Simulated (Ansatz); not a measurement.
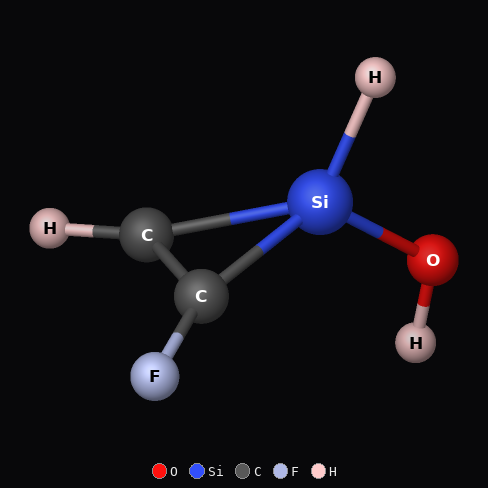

Starting geometry of the run.

The calculation was set up as follows.

```yaml
crystal:
  periodic: [false, false, false]
  atoms:
    - {symbol: O, position_ang: [-1.139424, 1.399304, 0.862383]}
    - {symbol: Si, position_ang: [0.134601, 0.395841, 0.655447]}
    - {symbol: C, position_ang: [0.078242, -1.190602, -0.218256]}
    - {symbol: C, position_ang: [0.721729, -0.243940, -0.907521]}
    - {symbol: F, position_ang: [1.307108, -0.233352, -2.094052]}
    - {symbol: H, position_ang: [-1.828548, 1.378135, 0.195090]}
    - {symbol: H, position_ang: [0.994692, 0.670353, 1.820055]}
    - {symbol: H, position_ang: [-0.176299, -2.232741, -0.368947]}
basis:
  gaussian: {orbitals: def2-SVP}
hamiltonian: {xc: {name: revPBE}, dispersion: d4}
md: {timestep: 1 fs, n_steps: 50, ensemble: nvt_nose_hoover, temperature: 700, initial_velocities: maxwell_boltzmann, seed: 299}
```

Command:

```sh
ansatz run in.yaml --threads 2 --pin off --events-out ev --progress --plain --max-ram 4352MiB
```

Result (its end):

```
mean field -14751.30434685 eV, -542.1004359535 hartree, gradient 2.5e-5 eV, S^2 0.000000; 1 other end points of the search recorded, 0 dependent functions left out
the calculation of the forces begins
reference -14751.30438327 eV, -542.1004372921 hartree; 23, 23 occupied and 66, 66 virtual orbitals, 977 factors
md step    50: t =    50.00 fs  T =   194.8 K  F+E_penalty+E_count = -14751.78849393 eV  E_kin = 0.151086 eV  conserved = -14751.67134509 eV  (31 SCF iters, 5 dispersion substeps)
Total energy: -14751.78853035 eV, -542.1182293691 hartree
Atom 0 at    -1.141699     1.404054     0.920325 Å, force    -2.625130     0.859700    -0.869897 eV/Å
Atom 1 at     0.119224     0.394727     0.642988 Å, force     0.815369     0.366156     1.847610 eV/Å
Atom 2 at     0.047230    -1.196395    -0.253517 Å, force     1.994264     1.311684    -0.337259 eV/Å
Atom 3 at     0.730467    -0.145290    -0.940633 Å, force    -1.720494    -3.351097     0.493380 eV/Å
Atom 4 at     1.335312    -0.298870    -2.095492 Å, force     0.874885     0.649275    -0.917469 eV/Å
Atom 5 at    -1.964433     1.415632     0.314405 Å, force     1.762512    -0.173495     1.100592 eV/Å
Atom 6 at     1.007715     0.804207     1.903552 Å, force    -0.569192    -0.489472    -1.113271 eV/Å
Atom 7 at     0.144941    -2.320050    -0.302441 Å, force    -0.532214     0.827248    -0.203686 eV/Å
Dipole moment:    -0.233935    -0.084844    -0.064220 e Å
```

Self-consistency was reached.
